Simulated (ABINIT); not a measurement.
# Quasiparticle gap of FeAs2 (Lollingite) in ABINIT

Aim: the G0W0 gap of FeAs2 (Lollingite) on LDA, step by step.

Program: ABINIT 10.8.3. Level of theory: LDA and many-body steps on it, plane waves. Results are calculated unless marked as measured.

**What was measured.**

- Gap 0.2 eV: transport gap from activated resistivity above 200 K, current along a; electrical resistivity, Arrhenius fit; bulk crystal (single crystal grown by chemical vapor transport) (“Huge Thermoelectric Power Factor: FeSb2 versus FeAs2 and RuSb2”, 2009, arxiv:0910.0784).

## Step 1: Starting point

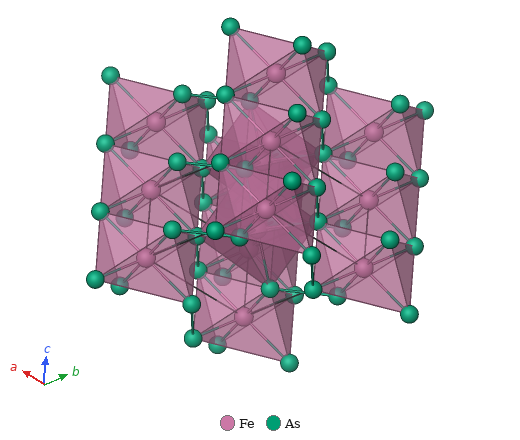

The cell as given, from a free direction (iron pink, arsenic teal). 1×1×2 cells are drawn. Some periodic images of atoms are drawn too.

The cell and positions come from the Crystallography Open Database and are kept as given unless a step says otherwise.

## Step 2: Ground state

This step: ABINIT 10.8.3; DFT, LDA, plane waves, norm-conserving pseudopotentials.

The ground-state density comes first.

Input file run.abi:

```
acell 3*1.0 Angstrom
rprim 
  5.301200000000 0.000000000000 0.000000000000
  0.000000000000 5.985800000000 0.000000000000
  0.000000000000 0.000000000000 2.882200000000
ntypat 2
znucl 26 33
natom 6
typat 1 1 2 2 2 2
xred 
  0.000000000000 0.000000000000 -0.000000000000
  0.500000000000 0.500000000000 0.500000000000
  0.176300000000 0.362400000000 -0.000000000000
  0.823700000000 0.637600000000 -0.000000000000
  0.676300000000 0.137600000000 0.500000000000
  0.323700000000 0.862400000000 0.500000000000
pp_dirpath "pseudos"
pseudos "Fe.upf, As.upf"
ecut 65
ngkpt 4 4 6
nshiftk 1
shiftk 0 0 0
kptopt 1
chksymbreak 0
nband 69
occopt 1
tolvrs 1e-08
nstep 60
prtwf 0
optforces 0
optstress 0
indata_prefix "in"
outdata_prefix "out"
tmpdata_prefix "tmp"
```

On the command line:

```console
OMP_NUM_THREADS=1 mpirun -n 4 abinit run.abi > log
```

Numbers of over 12 decimals in the logs are rounded to 6 here.

The program printed:

```text
.Version 10.8.3 of ABINIT. v10.8.2 released Aug 2026.

 Symmetries : space group Pn n m (# 58); Bravais oP (primitive ortho.)
================================================================================
 Values of the parameters that define the memory need of the present run
     intxc =       0    ionmov =       0      iscf =       7    lmnmax =       6
     lnmax =       6     mgfft =      90  mpssoang =       3    mqgrid =    4106
     natom =       6  nloc_mem =       1    nspden =       1   nspinor =       1
    nsppol =       1      nsym =       8    n1xccc =    2501    ntypat =       2
    occopt =       1   xclevel =       1
-    mband =          69        mffmem =           1         mkmem =           9
       mpw =       15484          nfft =      270000          nkpt =          36
================================================================================
  Rough estimation (10% accuracy) of disk space for files :
================================================================================

--------------------------------------------------------------------------------
------------- Echo of variables that govern the present computation ------------
--------------------------------------------------------------------------------
 -outvars: echo values of preprocessed input variables --------
            acell      1.8897261259E+00  1.8897261259E+00  1.8897261259E+00 Bohr

      chksymbreak           0
             ecut      6.50000000E+01 Hartree
-          fftalg         312

              ixc       -1012
              kpt      0.00000000E+00  0.00000000E+00  0.00000000E+00
                       2.50000000E-01  0.00000000E+00  0.00000000E+00
                       5.00000000E-01  0.00000000E+00  0.00000000E+00
                       0.00000000E+00  2.50000000E-01  0.00000000E+00
                       2.50000000E-01  2.50000000E-01  0.00000000E+00
                       5.00000000E-01  2.50000000E-01  0.00000000E+00
                       0.00000000E+00  5.00000000E-01  0.00000000E+00
                       2.50000000E-01  5.00000000E-01  0.00000000E+00
                       5.00000000E-01  5.00000000E-01  0.00000000E+00
   [... 25 further rows ...]
                       2.50000000E-01  5.00000000E-01  5.00000000E-01
                       5.00000000E-01  5.00000000E-01  5.00000000E-01
         kptrlatt        4    0    0      0    4    0      0    0    6
          kptrlen      3.26794118E+01
P           mkmem           9
            natom           6
            nband          69
            ngfft          75      90      40
             nkpt          36
            nstep          60
             nsym           8
           ntypat           2
              occ      2.000000  2.000000  2.000000  2.000000  2.000000  2.000000
                       2.000000  2.000000  2.000000  2.000000  2.000000  2.000000
                       2.000000  2.000000  2.000000  2.000000  2.000000  2.000000
                       2.000000  2.000000  2.000000  2.000000  2.000000  2.000000
                       2.000000  2.000000  2.000000  2.000000  2.000000  2.000000
                       2.000000  2.000000  2.000000  2.000000  2.000000  2.000000
                       2.000000  2.000000  2.000000  2.000000  2.000000  2.000000
                       2.000000  2.000000  2.000000  2.000000  2.000000  2.000000
                       2.000000  2.000000  2.000000  2.000000  2.000000  2.000000
                       2.000000  2.000000  2.000000  2.000000  2.000000  2.000000
                       2.000000  2.000000  0.000000  0.000000  0.000000  0.000000
[...]
optforces           0
        optstress           0
            prtwf           0
            rprim      5.3012000000E+00  0.0000000000E+00  0.0000000000E+00
[...]
spgroup          58

           tolvrs      1.00000000E-08

             xred      0.0000000000E+00  0.0000000000E+00  0.0000000000E+00
[...]
znucl       26.00000   33.00000

================================================================================

 chkinp: Checking input parameters for consistency.

================================================================================
== DATASET  1 ==================================================================
-   mpi_nproc: 4, omp_nthreads: 1 (-1 if OMP is not activated)

--- !DatasetInfo
iteration_state: {dtset: 1, }
dimensions: {natom: 6, nkpt: 36, mband: 69, nsppol: 1, nspinor: 1, nspden: 1, mpw: 15484, }
cutoff_energies: {ecut:  65.0, pawecutdg:  -1.0, }
electrons: {nelect:   1.24000000E+02, charge:   0.00000000E+00, occopt:   1.00000000E+00, tsmear:   1.00000000E-02, }

 Real(R)+Recip(G) space primitive vectors, cartesian coordinates (Bohr,Bohr^-1):
 R(1)= 10.0178161  0.0000000  0.0000000  G(1)=  0.0998222  0.0000000  0.0000000
 R(2)=  0.0000000 11.3115226  0.0000000  G(2)=  0.0000000  0.0884054  0.0000000
 R(3)=  0.0000000  0.0000000  5.4465686  G(3)=  0.0000000  0.0000000  0.1836018
 Unit cell volume ucvol=  6.1718748E+02 bohr^3
 Angles (23,13,12)=  9.00000000E+01  9.00000000E+01  9.00000000E+01 degrees

 getcut: wavevector=  0.0000  0.0000  0.0000  ngfft=  75  90  40
         ecut(hartree)=     65.000   => boxcut(ratio)=   2.02356

--- Pseudopotential description ------------------------------------------------
[...]
12 -1012 2 -1 1326                            pspcod,pspxc,lmax,lloc,mmax
     nproj     2     2     2
  pspatm : epsatm=   24.70505022
         --- l  ekb(1:nproj) -->
[...]
pspatm: atomic psp has been read  and splines computed

   1.58808078E+04                                ecore*ucvol(ha*bohr**3)
--------------------------------------------------------------------------------

_setup2: Arith. and geom. avg. npw (full set) are   15449.156   15449.146

================================================================================

--- !BeginCycle
iteration_state: {dtset: 1, }
solver: {iscf: 7, nstep: 60, nline: 4, wfoptalg: 0, }
tolerances: {tolvrs: 1.00E-08, }

     iter   Etot(hartree)      deltaE(h)  residm     vres2
 ETOT  1  -1478.3773205497    -1.478E+03 1.182E+00 9.565E+03
 ETOT  2  -1469.4472576729     8.930E+00 5.379E-02 1.546E+05
 ETOT  3  -1480.4345896544    -1.099E+01 4.744E-02 5.113E+04
 ETOT  4  -1480.6662835258    -2.317E-01 2.213E-02 4.931E+04
 ETOT  5  -1480.5784926946     8.779E-02 2.988E-03 4.975E+04
 ETOT  6  -1480.8721655386    -2.937E-01 3.505E-03 4.328E+04
 ETOT  7  -1483.5054558651    -2.633E+00 3.528E-03 1.977E+04
 ETOT  8  -1483.4232225330     8.223E-02 5.484E-04 2.047E+04
 ETOT  9  -1483.9459614011    -5.227E-01 5.214E-04 1.629E+04
 ETOT 10  -1485.8781249011    -1.932E+00 7.902E-03 1.259E+02
[...]
ETOT 21  -1485.8866081323    -1.954E-07 1.120E-03 1.062E-06
 ETOT 22  -1485.8866081333    -1.010E-09 6.824E-04 6.994E-07
 ETOT 23  -1485.8866081334    -1.323E-10 5.341E-04 1.073E-07
 ETOT 24  -1485.8866081335    -1.819E-11 4.145E-04 1.762E-08
 ETOT 25  -1485.8866081335    -3.138E-11 2.239E-04 6.307E-11

 At SCF step   25       vres2   =  6.31E-11 < tolvrs=  1.00E-08 =>converged.

--- !ResultsGS
iteration_state: {dtset: 1, }
comment   : Summary of ground state results
lattice_vectors:
- [ 10.0178161,   0.0000000,   0.0000000, ]
- [  0.0000000,  11.3115226,   0.0000000, ]
- [  0.0000000,   0.0000000,   5.4465686, ]
lattice_lengths: [  10.01782,   11.31152,    5.44657, ]
lattice_angles: [ 90.000,  90.000,  90.000, ] # degrees, (23, 13, 12)
lattice_volume:   6.1718748E+02
convergence: {deltae: -3.138E-11, res2:  6.307E-11, residm:  2.239E-04, diffor:  0.000E+00, }
etotal    :  -1.48588661E+03
entropy   :   0.00000000E+00
fermie    :   3.61204650E-01
cartesian_stress_tensor: null
pressure_GPa: null
xred      :
- [  0.0000E+00,   0.0000E+00,   0.0000E+00, Fe]
- [  5.0000E-01,   5.0000E-01,   5.0000E-01, Fe]
- [  1.7630E-01,   3.6240E-01,   0.0000E+00, As]
- [  8.2370E-01,   6.3760E-01,   0.0000E+00, As]
- [  6.7630E-01,   1.3760E-01,   5.0000E-01, As]
- [  3.2370E-01,   8.6240E-01,   5.0000E-01, As]
cartesian_forces: null
force_length_stats: {min: null, max: null, mean: null, }

 Integrated electronic density in atomic spheres:
 ------------------------------------------------
 Atom  Sphere_radius  Integrated_density
[...]
================================================================================

 ----iterations are completed or convergence reached----

 Mean square residual over all n,k,spin=   28.870E-08; max=  22.387E-05
 reduced coordinates (array xred) for    6 atoms
[...]
0.500000000000      0.500000000000      0.500000000000
       0.176300000000      0.362400000000      0.000000000000
       0.823700000000      0.637600000000      0.000000000000
       0.676300000000      0.137600000000      0.500000000000
       0.323700000000      0.862400000000      0.500000000000
 rms dE/dt=  0.0000E+00; max dE/dt=  0.0000E+00; dE/dt below (all hartree)
    1       0.000000000000      0.000000000000      0.000000000000
    2       0.000000000000      0.000000000000      0.000000000000
    3       0.000000000000      0.000000000000      0.000000000000
    4       0.000000000000      0.000000000000      0.000000000000
    5       0.000000000000      0.000000000000      0.000000000000
    6       0.000000000000      0.000000000000      0.000000000000

 cartesian coordinates (angstrom) at end:
    1      0.000000     0.000000     0.000000
    2      2.650600     2.992900     1.441100
    3      0.934602     2.169254     0.000000
    4      4.366598     3.816546     0.000000
    5      3.585202     0.823646     1.441100
    6      1.715998     5.162154     1.441100
 length scales=  1.889726125908  1.889726125908  1.889726125908 bohr
              =  1.000000000000  1.000000000000  1.000000000000 angstroms
 prteigrs : about to open file out_EIG
 Fermi (or HOMO) energy (hartree) =   0.36120   Average Vxc (hartree)=  -0.47115
 Eigenvalues (hartree) for nkpt=  36  k points:
 kpt#   1, nband= 69, wtk=  0.01042, kpt=  0.0000  0.0000  0.0000 (reduced coord)
  -6.40301   -6.40301   -6.40300   -6.40300   -4.34398   -4.34398   -4.34398   -4.34398
  -4.34266   -4.34266   -4.34256   -4.34256   -4.33960   -4.33960   -4.33959   -4.33959
  -2.78712   -2.78712   -1.56074   -1.56073   -1.55902   -1.55902   -1.54676   -1.54674
  -0.94760   -0.94749   -0.94577   -0.94555   -0.94548   -0.94546   -0.94460   -0.94447
  -0.94277   -0.94266   -0.94265   -0.94249   -0.94241   -0.94231   -0.94224   -0.94212
  -0.94126   -0.94101   -0.94043   -0.94021   -0.16722   -0.07524   -0.03892   -0.02147
   0.13322    0.16701    0.21371    0.23118    0.24408    0.26152    0.30016    0.31451
   0.32071    0.32119    0.34054    0.35310    0.35576    0.35872    0.41917    0.45135
   0.51488    0.53367    0.53442    0.54098    0.59542
 prteigrs : prtvol=0 or 1, do not print more k-points.

--- !EnergyTerms
iteration_state     : {dtset: 1, }
comment             : Components of total free energy in Hartree
kinetic             :  6.65213465755065E+02
hartree             :  5.15377514204423E+02
xc                  : -1.59518932525192E+02
Ewald energy        : -7.86265375186903E+02
psp_core            :  2.57309298914361E+01
local_psp           : -1.42351617850551E+03
non_local_psp       : -3.22908031766803E+02
total_energy        : -1.48588660813349E+03
total_energy_eV     : -4.04330344116509E+04
band_energy         : -2.15578591952261E+02

== END DATASET(S) ==============================================================
================================================================================

 -outvars: echo values of variables after computation  --------
           etotal     -1.4858866081E+03
            nband          69
             nkpt          36
          spgroup          58
 [... the other variables as echoed above ...]

 Calculation completed.
```

Wall time 21 min (4 MPI ranks of Arm Neoverse V1, shared host); peak memory 1.1 GiB; 83 min of CPU time.

Numbers from this step:

- total energy: -40433.0344 eV
- gap: 0.2389 eV
- k of the valence top: 0, 0.5, 0.1667
- k of the conduction bottom: 0, 0, 0.3333
- least direct gap: 0.4503 eV

The gap is indirect, with the least direct gap 0.21 eV higher.

## Step 3: Empty states on the mesh, 2×2×4 mesh, 134 bands

The sums over transitions need many empty states on a uniform mesh; this step solves for them.

run.abi, as its differences from that of step 2:

```diff
@@ -19,3 +19,3 @@
 ecut 65
-ngkpt 4 4 6
+ngkpt 2 2 4
 nshiftk 1
@@ -24,9 +24,10 @@
 chksymbreak 0
-nband 69
-occopt 1
-tolvrs 1e-08
+iscf -2
+irdden 1
+istwfk *1
+nband 134
+nbdbuf 12
+tolwfr 1e-09
 nstep 60
-prtwf 0
-optforces 0
-optstress 0
+prtvol 0
 indata_prefix "in"
```

The program printed:

```text
.Version 10.8.3 of ABINIT. v10.8.2 released Aug 2026.

 Symmetries : space group Pn n m (# 58); Bravais oP (primitive ortho.)
[... echo of the input left out ...]
== DATASET  1 ==================================================================
-   mpi_nproc: 4, omp_nthreads: 1 (-1 if OMP is not activated)

--- !DatasetInfo
iteration_state: {dtset: 1, }
dimensions: {natom: 6, nkpt: 12, mband: 134, nsppol: 1, nspinor: 1, nspden: 1, mpw: 15496, }
cutoff_energies: {ecut:  65.0, pawecutdg:  -1.0, }
electrons: {nelect:   1.24000000E+02, charge:   0.00000000E+00, occopt:   1.00000000E+00, tsmear:   1.00000000E-02, }

 Real(R)+Recip(G) space primitive vectors, cartesian coordinates (Bohr,Bohr^-1):
 R(1)= 10.0178161  0.0000000  0.0000000  G(1)=  0.0998222  0.0000000  0.0000000
 R(2)=  0.0000000 11.3115226  0.0000000  G(2)=  0.0000000  0.0884054  0.0000000
 R(3)=  0.0000000  0.0000000  5.4465686  G(3)=  0.0000000  0.0000000  0.1836018
 Unit cell volume ucvol=  6.1718748E+02 bohr^3
 Angles (23,13,12)=  9.00000000E+01  9.00000000E+01  9.00000000E+01 degrees

 getcut: wavevector=  0.0000  0.0000  0.0000  ngfft=  75  90  40
         ecut(hartree)=     65.000   => boxcut(ratio)=   2.02356

--- Pseudopotential description ------------------------------------------------
- Fe Generated using ONCVPSP code by D. R. Hamann
- 26.00000  16.00000  180309                  znucl, zion, pspdat
12 -1012 2 -1 1408                            pspcod,pspxc,lmax,lloc,mmax
     nproj     2     2     2
  pspatm : epsatm=   14.62541472
         --- l  ekb(1:nproj) -->
             0   16.534884    1.886547
             1    1.682161   -0.540477
             2   -7.784076   -2.323469
 pspatm: atomic psp has been read  and splines computed

- As Generated using ONCVPSP code by D. R. Hamann
- 33.00000  23.00000  180309                  znucl, zion, pspdat
12 -1012 2 -1 1326                            pspcod,pspxc,lmax,lloc,mmax
     nproj     2     2     2
  pspatm : epsatm=   24.70505022
         --- l  ekb(1:nproj) -->
[...]
pspatm: atomic psp has been read  and splines computed

--------------------------------------------------------------------------------

================================================================================
 prteigrs : about to open file out_EIG
 Non-SCF case, kpt    1 (  0.00000  0.00000  0.00000), residuals and eigenvalues=
  2.73E-10  3.73E-10  3.30E-10  3.21E-10  9.70E-10  1.21E-10  1.55E-10  1.30E-10
  1.29E-10  8.66E-10  1.56E-10  1.37E-10  1.37E-10  1.33E-10  8.49E-10  1.53E-10
  7.28E-10  2.39E-10  4.29E-10  8.15E-10  5.13E-10  6.77E-10  6.27E-10  1.10E-10
[...]
1.04E-06  4.01E-06  4.75E-06  3.92E-06  1.66E-05  7.10E-04
 -6.4030E+00 -6.4030E+00 -6.4030E+00 -6.4030E+00 -4.3440E+00 -4.3440E+00
 -4.3440E+00 -4.3440E+00 -4.3427E+00 -4.3427E+00 -4.3426E+00 -4.3426E+00
[...]
1.6924E+00  1.7676E+00  1.7715E+00  1.7804E+00  1.7876E+00  1.7916E+00
  1.8087E+00  1.8653E+00
 prteigrs : prtvol=0 or 1, do not print more k-points.

--- !ResultsGS
iteration_state: {dtset: 1, }
comment   : Summary of ground state results
lattice_vectors:
- [ 10.0178161,   0.0000000,   0.0000000, ]
- [  0.0000000,  11.3115226,   0.0000000, ]
- [  0.0000000,   0.0000000,   5.4465686, ]
lattice_lengths: [  10.01782,   11.31152,    5.44657, ]
lattice_angles: [ 90.000,  90.000,  90.000, ] # degrees, (23, 13, 12)
lattice_volume:   6.1718748E+02
convergence: {deltae:  0.000E+00, res2:  0.000E+00, residm:  9.994E-10, diffor:  0.000E+00, }
etotal    :  -1.48588661E+03
entropy   :   0.00000000E+00
fermie    :   3.61204650E-01
cartesian_stress_tensor: null
pressure_GPa: null
xred      :
- [  0.0000E+00,   0.0000E+00,   0.0000E+00, Fe]
- [  5.0000E-01,   5.0000E-01,   5.0000E-01, Fe]
- [  1.7630E-01,   3.6240E-01,   0.0000E+00, As]
- [  8.2370E-01,   6.3760E-01,   0.0000E+00, As]
- [  6.7630E-01,   1.3760E-01,   5.0000E-01, As]
- [  3.2370E-01,   8.6240E-01,   5.0000E-01, As]
cartesian_forces: null
force_length_stats: {min: null, max: null, mean: null, }

 Integrated electronic density in atomic spheres:
 ------------------------------------------------
 Atom  Sphere_radius  Integrated_density
[...]
================================================================================

 ----iterations are completed or convergence reached----

 Mean square residual over all n,k,spin=   48.378E-11; max=  99.935E-11
 reduced coordinates (array xred) for    6 atoms
[...]
0.676300000000      0.137600000000      0.500000000000
       0.323700000000      0.862400000000      0.500000000000

 cartesian coordinates (angstrom) at end:
    1      0.000000     0.000000     0.000000
    2      2.650600     2.992900     1.441100
    3      0.934602     2.169254     0.000000
    4      4.366598     3.816546     0.000000
    5      3.585202     0.823646     1.441100
    6      1.715998     5.162154     1.441100
 length scales=  1.889726125908  1.889726125908  1.889726125908 bohr
              =  1.000000000000  1.000000000000  1.000000000000 angstroms
 prteigrs : about to open file out_EIG
 Eigenvalues (hartree) for nkpt=  12  k points:
 kpt#   1, nband=134, wtk=  0.06250, kpt=  0.0000  0.0000  0.0000 (reduced coord)
[...]
1.45760    1.45922    1.46798    1.47982    1.50745    1.52076    1.54723    1.54957
   1.55491    1.56556    1.58920    1.62837    1.62905    1.63908    1.69243    1.76757
   1.77151    1.78040    1.78765    1.79161    1.80870    1.86533
 prteigrs : prtvol=0 or 1, do not print more k-points.

== END DATASET(S) ==============================================================
================================================================================

 -outvars: echo values of variables after computation  --------
            nband         134
             nkpt          12
          spgroup          58
 [... the other variables as echoed above ...]

 Calculation completed.
```

It took 3.7 min on 4 MPI ranks; peak memory 0.83 GiB; 15 min of CPU time.

Numbers from this step:

| Quantity | Value |
| --- | --- |
| gap | 0.2727 eV |
| k of the valence top | 0, 0.5, 0.25 |
| k of the conduction bottom | 0, 0, 0.25 |
| least direct gap | 0.5777 eV |
| k points computed | 12 |
| lowest point of the top converged band, above the valence top | 32.81 eV |

On this mesh the gap is 0.273 eV. The earlier step found 0.239 eV, so this mesh misses an edge.

(Part 1 of 2 ends here.)

[Paths, hosts, dates, memory and timing lines, banners, echoed tables and standing remarks are left out of the program output.]

[Logs are printed without paths, hosts, clocks, repeated set-up lines and the standing remarks that a program may print on its own settings, such as how far it seeks lower states.]

[Runs of the session that timed out or met a known fault of the program may be left out.]

[Hosts, paths, dates, database ids (printed as entryN), source tags and the programs' standing remarks are cut or masked in the printed files.]

[G0W0 gaps are taken among the corrected bands and points alone; a level outside them can change the order at an edge.]

[Where Ansatz stands beside ABINIT at settings called matched, ABINIT's density can come from a denser mesh and the files from another edition; pairs whose starting gaps differed by over 0.03 eV were left out, so agreement reads better than it is.]
